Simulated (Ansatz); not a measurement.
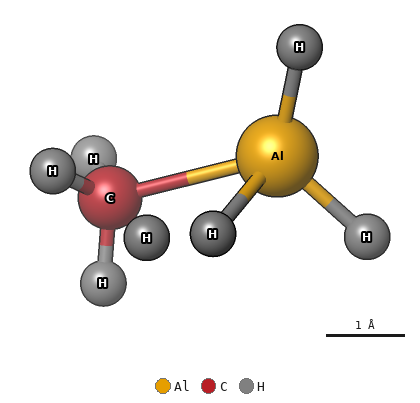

Fig. 1: The structure as given in the input (ball-and-stick view, seen at a tilt). Sticks mark near contacts.

# CH7Al: geometry relaxation (part 1 of 2)

- system: CH7Al
- method: RKS PBE/cc-pVDZ (Ansatz 0.2.0)

The input holds or restrains some coordinates. Forces given for the steps count only the free coordinates. It belongs to a series of runs on one base structure; here: pulled along the bonds that form and break, towards end A.

## The input
```yaml
crystal:
  periodic: [false, false, false]
  atoms:
    - { symbol: Al, position_ang: [0.0, 0.0, 0.0] }
    - { symbol: C, position_ang: [0.0, 0.0, 2.32] }
    - { symbol: H, position_ang: [-0.9996, -0.3092, 2.6905] }
    - { symbol: H, position_ang: [0.7676, -0.7111, 2.6905] }
    - { symbol: H, position_ang: [0.232, 1.0203, 2.6905] }
    - { symbol: H, position_ang: [1.351, 0.0, -0.78] }
    - { symbol: H, position_ang: [-1.351, 0.0, -0.78] }
    - { symbol: H, position_ang: [-0.2382, -1.749, 0.5865] }
    - { symbol: H, position_ang: [-0.19, -1.3947, 1.5677] }
basis:
  gaussian: { orbitals: cc-pVDZ }
hamiltonian:
  xc: pbe
relax:
  f_tol: 0.15
  max_steps: 25
  restrain:
    - { distance: [0, 7], at: 2.76, k: 30.0 }
    - { distance: [8, 1], at: 2.31, k: 30.0 }
    - { distance: [0, 1], at: 1.97, k: 30.0 }
    - { distance: [8, 7], at: 0.66, k: 30.0 }
output:
  orbitals: {}
```

Run on 1 thread of Arm Neoverse V1, 24 GiB of memory available, shared host.

Launch command:
```bash
ansatz run input.yaml --threads 1 --pin off --max-ram 2048MiB --backend cpu --events-out ev --progress --plain --runs-dir out
```

## Output
```
The last accepted step is kept in [file] (removed where the run ends without a failure and the disk answers)
Engine: ansatz 0.2.0, aarch64-unknown-linux-gnu
Functional definition: PBE
  parameter kappa = 0.804
  parameter beta = 0.06672455060314922
  exchange = pbe_x(kappa = kappa, mu = beta*pi^2/3)
  correlation = pbe_c(beta = beta)
839 factors; their error is unknown
mean field evaluation 1: about -7731.6489 eV, gradient 5.3e1 eV
mean field evaluation 2: about -7712.5746 eV, gradient 8.4e1 eV
mean field evaluation 4: about -7739.2050 eV, gradient 4.3e0 eV
mean field evaluation 8: about -7739.2996 eV, gradient 4.5e-2 eV
mean field evaluation 16: about -7739.2683 eV, gradient 1.4e-5 eV
mean field -7739.26826257 eV, -284.4128627851 hartree, gradient 1.4e-5 eV, S^2 0.000000; 0 other end points of the search recorded, 0 dependent functions left out
the calculation of the forces begins
reference -7739.26830462 eV, -284.4128643303 hartree; 13, 13 occupied and 54, 54 virtual orbitals, 839 factors
relax step   1: F+E_penalty+E_count = -7739.26826257 eV  Δ(F+E_penalty+E_count) = +0.000e0 eV  max|allowed force component| = 3.400e0 eV/Å  E_restraint = 23.84890020 eV  max|allowed force component, restraints' pulls added| = 2.479e1 eV/Å  Δτ_max = 0.0000 Å  (24 SCF iters, accepted)
  distance Al 0 - H 7 = 1.8600 Å
  distance H 8 - C 1 = 1.5960 Å
  distance Al 0 - C 1 = 2.3200 Å
  distance H 8 - H 7 = 1.0443 Å
these checks for a lower state are left out or cut short: starts, cluster_reference, orbital_swaps, neighbouring_geometries, increment
839 factors; their error is unknown
mean field -7739.99299870 eV, -284.4394963464 hartree, gradient 1.2e-5 eV, S^2 0.000000; 0 other end points of the search recorded, 0 dependent functions left out
the calculation of the forces begins
reference -7739.99303980 eV, -284.4394978568 hartree; 13, 13 occupied and 54, 54 virtual orbitals, 839 factors
relax step   2: F+E_penalty+E_count = -7739.99299870 eV  Δ(F+E_penalty+E_count) = -7.247e-1 eV  max|allowed force component| = 2.009e0 eV/Å  E_restraint = 9.86696893 eV  max|allowed force component, restraints' pulls added| = 1.537e1 eV/Å  Δτ_max = 0.1947 Å  (31 SCF iters, accepted)
  distance Al 0 - H 7 = 2.1801 Å
  distance H 8 - C 1 = 1.8418 Å
  distance Al 0 - C 1 = 2.2434 Å
  distance H 8 - H 7 = 0.8258 Å
these checks for a lower state are left out or cut short: starts, cluster_reference, orbital_swaps, neighbouring_geometries, increment
839 factors; their error is unknown
mean field evaluation 32: about -7740.0185 eV, gradient 6.4e-6 eV
mean field -7740.01853730 eV, -284.4404348728 hartree, gradient 6.4e-6 eV, S^2 0.000000; 0 other end points of the search recorded, 0 dependent functions left out
the calculation of the forces begins
reference -7740.01857704 eV, -284.4404363330 hartree; 13, 13 occupied and 54, 54 virtual orbitals, 839 factors
relax step   3: F+E_penalty+E_count = -7740.01853730 eV  Δ(F+E_penalty+E_count) = -2.554e-2 eV  max|allowed force component| = 3.208e0 eV/Å  E_restraint = 2.40522594 eV  max|allowed force component, restraints' pulls added| = 9.455e0 eV/Å  Δτ_max = 0.1946 Å  (25 SCF iters, accepted)
  distance Al 0 - H 7 = 2.4684 Å
  distance H 8 - C 1 = 2.0939 Å
  distance Al 0 - C 1 = 2.1332 Å
  distance H 8 - H 7 = 0.7046 Å
these checks for a lower state are left out or cut short: starts, cluster_reference, orbital_swaps, neighbouring_geometries, increment
839 factors; their error is unknown
mean field -7740.32559787 eV, -284.4517191406 hartree, gradient 1.1e-5 eV, S^2 0.000000; 0 other end points of the search recorded, 0 dependent functions left out
the calculation of the forces begins
reference -7740.32563779 eV, -284.4517206075 hartree; 13, 13 occupied and 54, 54 virtual orbitals, 839 factors
relax step   4: F+E_penalty+E_count = -7740.32559787 eV  Δ(F+E_penalty+E_count) = -3.071e-1 eV  max|allowed force component| = 2.430e0 eV/Å  E_restraint = 0.20554865 eV  max|allowed force component, restraints' pulls added| = 3.387e0 eV/Å  Δτ_max = 0.1946 Å  (26 SCF iters, accepted)
  distance Al 0 - H 7 = 2.6803 Å
  distance H 8 - C 1 = 2.2564 Å
  distance Al 0 - C 1 = 2.0220 Å
  distance H 8 - H 7 = 0.7021 Å
these checks for a lower state are left out or cut short: starts, cluster_reference, orbital_swaps, neighbouring_geometries, increment
839 factors; their error is unknown
mean field -7740.69305777 eV, -284.4652230429 hartree, gradient 7.5e-6 eV, S^2 0.000000; 0 other end points of the search recorded, 0 dependent functions left out
the calculation of the forces begins
reference -7740.69309844 eV, -284.4652245373 hartree; 13, 13 occupied and 54, 54 virtual orbitals, 839 factors
relax step   5: F+E_penalty+E_count = -7740.69305777 eV  Δ(F+E_penalty+E_count) = -3.675e-1 eV  max|allowed force component| = 1.306e0 eV/Å  E_restraint = 0.13405392 eV  max|allowed force component, restraints' pulls added| = 1.648e0 eV/Å  Δτ_max = 0.2000 Å  (25 SCF iters, accepted)
  distance Al 0 - H 7 = 2.7170 Å
  distance H 8 - C 1 = 2.2959 Å
  distance Al 0 - C 1 = 1.9926 Å
  distance H 8 - H 7 = 0.7399 Å
these checks for a lower state are left out or cut short: starts, cluster_reference, orbital_swaps, neighbouring_geometries, increment
839 factors; their error is unknown
mean field -7740.71590277 eV, -284.4660625811 hartree, gradient 2.6e-5 eV, S^2 0.000000; 0 other end points of the search recorded, 0 dependent functions left out
the calculation of the forces begins
reference -7740.71594354 eV, -284.4660640792 hartree; 13, 13 occupied and 54, 54 virtual orbitals, 839 factors
relax step   6: F+E_penalty+E_count = -7740.71590277 eV  Δ(F+E_penalty+E_count) = -2.284e-2 eV  max|allowed force component| = 1.129e0 eV/Å  E_restraint = 0.09164913 eV  max|allowed force component, restraints' pulls added| = 1.152e0 eV/Å  Δτ_max = 0.0379 Å  (24 SCF iters, accepted)
  distance Al 0 - H 7 = 2.7522 Å
  distance H 8 - C 1 = 2.3166 Å
  distance Al 0 - C 1 = 1.9766 Å
  distance H 8 - H 7 = 0.7372 Å
these checks for a lower state are left out or cut short: starts, cluster_reference, orbital_swaps, neighbouring_geometries, increment
839 factors; their error is unknown
mean field -7740.72272843 eV, -284.4663134193 hartree, gradient 1.1e-5 eV, S^2 0.000000; 0 other end points of the search recorded, 0 dependent functions left out
the calculation of the forces begins
reference -7740.72276912 eV, -284.4663149150 hartree; 13, 13 occupied and 54, 54 virtual orbitals, 839 factors
relax step   7: F+E_penalty+E_count = -7740.72272843 eV  Δ(F+E_penalty+E_count) = -6.826e-3 eV  max|allowed force component| = 1.455e0 eV/Å  E_restraint = 0.06518369 eV  max|allowed force component, restraints' pulls added| = 5.485e-1 eV/Å  Δτ_max = 0.2000 Å  (24 SCF iters, accepted)
  distance Al 0 - H 7 = 2.7489 Å
  distance H 8 - C 1 = 2.3228 Å
  distance Al 0 - C 1 = 1.9703 Å
  distance H 8 - H 7 = 0.7237 Å
these checks for a lower state are left out or cut short: starts, cluster_reference, orbital_swaps, neighbouring_geometries, increment
839 factors; their error is unknown
mean field evaluation 64: about -7740.7549 eV, gradient 3.9e-5 eV
mean field -7740.75488925 eV, -284.4674953078 hartree, gradient 6.4e-6 eV, S^2 0.000000; 0 other end points of the search recorded, 0 dependent functions left out
the calculation of the forces begins
reference -7740.75493004 eV, -284.4674968067 hartree; 13, 13 occupied and 54, 54 virtual orbitals, 839 factors
relax step   8: F+E_penalty+E_count = -7740.75488925 eV  Δ(F+E_penalty+E_count) = -3.216e-2 eV  max|allowed force component| = 1.458e0 eV/Å  E_restraint = 0.06765885 eV  max|allowed force component, restraints' pulls added| = 4.059e-2 eV/Å  Δτ_max = 0.1085 Å  (25 SCF iters, accepted)
```

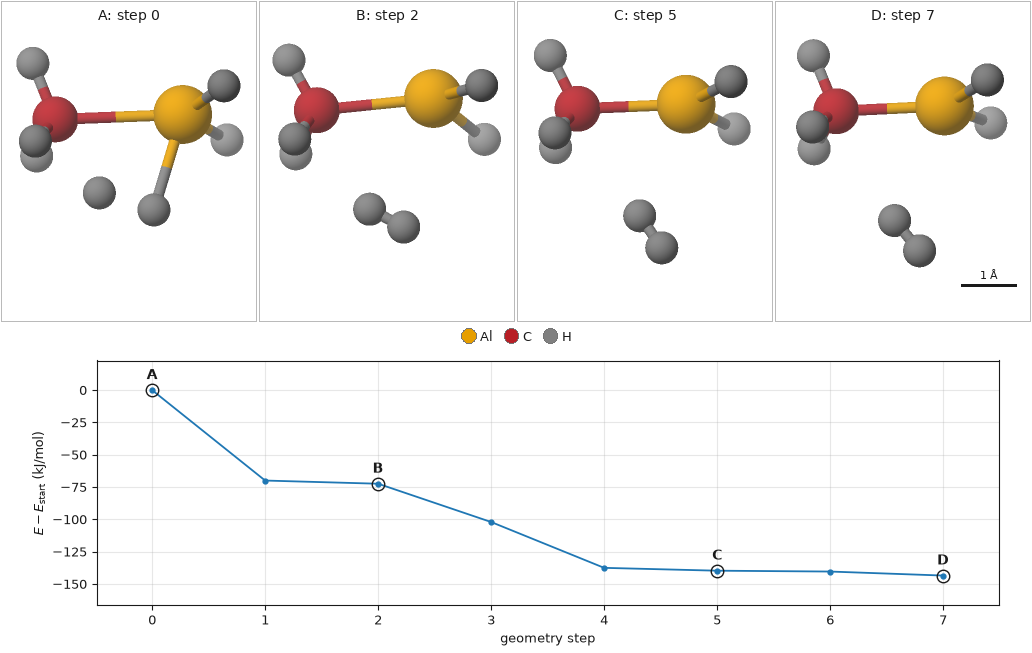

Fig. 2: Frames of the restrained relaxation (ball-and-stick view, seen at a tilt) above the curves, on which the letters mark them (the first geometry is step 0 here and step 1 in the log).

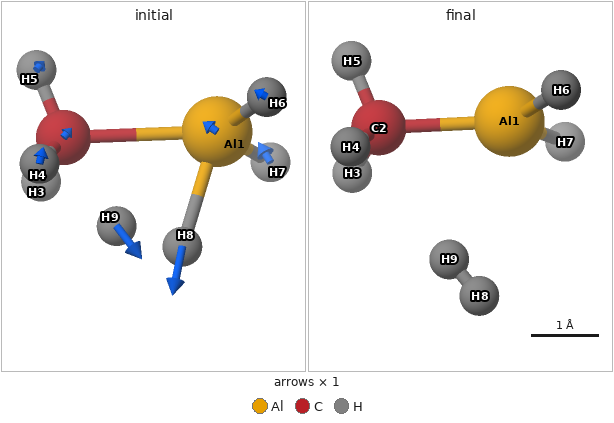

Fig. 3: Before (left) and after (right) the restrained relaxation, at one scale (ball-and-stick view, seen at a tilt). The blue arrows give the displacements, at true length. After 7 geometry steps the energy has fallen by 143.4 kJ/mol. Largest force component: 3.4 eV/Å at the start, 1.5 eV/Å at the end. The atom that moves furthest after the best rigid fit is H8 (0.79 Å). By element the largest moves are H 0.79 Å, Al 0.28 Å, C 0.20 Å. Among the contacts that change: Al1–H8 1.860 → 2.757 Å, Al1–C2 2.320 → 1.973 Å, H8–H9 1.044 → 0.726 Å, Al1–H6 1.560 → 1.609 Å. New bonds form: H8–H9 (1.04 → 0.73 Å). Among the angles that change: Al1–C2–H3 109.5° → 113.2°, H3–C2–H5 109.4° → 106.3°. (Atoms are counted from 1 in the order of the input.)

```
  distance Al 0 - H 7 = 2.7566 Å
  distance H 8 - C 1 = 2.3216 Å
  distance Al 0 - C 1 = 1.9727 Å
  distance H 8 - H 7 = 0.7260 Å
839 factors; their error is unknown
mean field -7740.75488925 eV, -284.4674953078 hartree, gradient 7.6e-6 eV, S^2 0.000000; 1 other end points of the search recorded, 0 dependent functions left out
the calculation of the forces begins
reference -7740.75493004 eV, -284.4674968067 hartree; 13, 13 occupied and 54, 54 virtual orbitals, 839 factors
Total energy: -7740.75493004 eV, -284.4674968067 hartree
Atom 0 at     0.012932     0.168756     0.216236 Å, force    -0.004258    -0.094866    -0.098384 eV/Å
Atom 1 at     0.011743     0.151998     2.188909 Å, force     0.021015     0.335433     0.236419 eV/Å
Atom 2 at    -0.952155    -0.185989     2.622255 Å, force    -0.007647    -0.006396    -0.001175 eV/Å
Atom 3 at     0.829816    -0.459613     2.621479 Å, force     0.023531    -0.013088    -0.002625 eV/Å
Atom 4 at     0.175219     1.189542     2.562584 Å, force    -0.005609     0.000057     0.016149 eV/Å
Atom 5 at     1.401956     0.098257    -0.593161 Å, force     0.015758    -0.015056     0.001297 eV/Å
Atom 6 at    -1.359537     0.340709    -0.605281 Å, force    -0.019708     0.000082     0.005496 eV/Å
Atom 7 at    -0.318851    -2.511308     0.769451 Å, force    -0.223568    -1.457945    -1.233804 eV/Å
Atom 8 at    -0.229322    -1.936052     1.203228 Å, force     0.200486     1.251779     1.076627 eV/Å
Dipole moment:    -0.009350    -0.072338     0.194342 e Å
```
